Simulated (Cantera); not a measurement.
Charge: 1 mol FeS2, 4.1 mol SO2, 21 mol N2, equilibrated at 552 °C.

Cantera equilibrium calculation (NASA polynomials, part measured and part estimated; ideal gas, pure solids and liquids). Candidate condensed phases: Fe, FeO, FeS, FeSO4, FeS2, Fe2O3, Fe2(SO4)3, Fe3O4, S; 19 gas species. FeS: taken at fixed stoichiometry. Gases not in the tables: S3 to S7. Equilibrium is a limit: real reactors are often held back by kinetics, nucleation or transport.

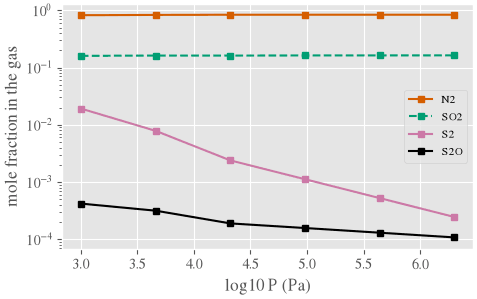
Fig. 1. Equilibrium gas composition (values under 1e-9 drawn at 1e-9)

At 10.0 mbar the condensed part is FeS(s). At 46.0 mbar the condensed part is FeS(s) + FeS2(s). From 0.210 bar to 20.0 bar the condensed part is FeS2(s) + Fe3O4(s).
